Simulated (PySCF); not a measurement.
C3H9Cl3Si2, SMILES Cl[Si]([SiH2]CCC)(Cl)Cl, singlet at its GFN2-xTB optimised geometry (Å):

```
17

C     -3.2313    -0.5752     1.0430
C     -1.7704    -0.2155     1.2873
C     -0.9078    -1.4639     1.4770
Si     0.9282    -1.0748     1.7932
Si     1.7950     0.1358     0.0000
Cl     3.8305     0.1358     0.0000
Cl     1.2261    -0.6086    -1.8080
Cl     1.2352     2.0940     0.0000
H     -3.3281    -1.1855     0.1475
H     -3.8305     0.3228     0.9123
H     -3.6324    -1.1363     1.8846
H     -1.6984     0.4166     2.1746
H     -1.3976     0.3628     0.4392
H     -1.0038    -2.0940     0.5897
H     -1.3086    -2.0457     2.3092
H      1.0676    -0.3023     3.0351
H      1.6655    -2.3337     1.9612
```

Level of theory: B3LYP/def2-SVP in PySCF 2.14.0.

Map of the Laplacian of the electron density (e/bohr⁵), clipped to [-1.50, 1.50] on the plane z = 0.6 Å:

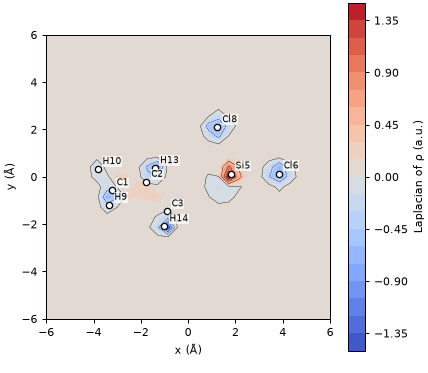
Figure: Laplacian of the electron density (e/bohr⁵), clipped to [-1.50, 1.50] on the plane z = 0.6 Å.
